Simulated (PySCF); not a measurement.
```xyz
4

Br   -0.0842   -2.0926    0.0480
Ga    0.2670    0.2001   -0.0475
Br   -2.0562    0.2641    0.0249
Br    1.9137    1.6474   -0.1169
```

Geometry: PBE0-D3(BJ)/ma-def2-SVP.

All numbers below come from DFT single point, gas phase, functional wB97X (PySCF 2.14.0, density-fitted response routines).

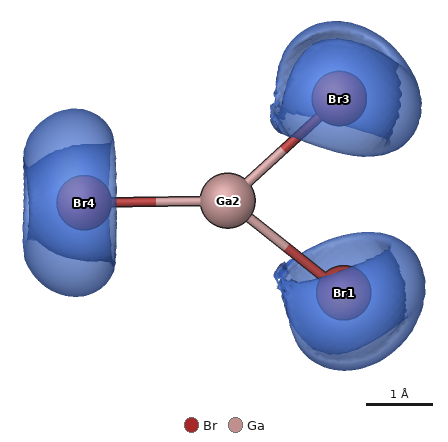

Br₃Ga (SMILES [Br][Ga]([Br])[Br+]) (charge +1, doublet). Isosurface of the ELF at 0.8 (blue), seen at an oblique angle. Only the valence region is drawn (cores and ρ < 0.01 e/Å³ removed).

Question: Describe the localisation domains.

Answer: The ELF exceeds this value in one ring or bowl of non-bonding electrons around Br and two regions wrapped around Br (the valence shell of each). Along the contacts the grid gives the following. Ga–Br (2.19 Å): the ELF peaks at about 0.75 in the valence shell of Br, 1.0 Å from its nucleus, and is about 0.70 at the midpoint. Ga–Br (2.32 Å): the ELF peaks at about 0.75 in the valence shell of Br, 1.0 Å from its nucleus, and is about 0.70 at the midpoint.
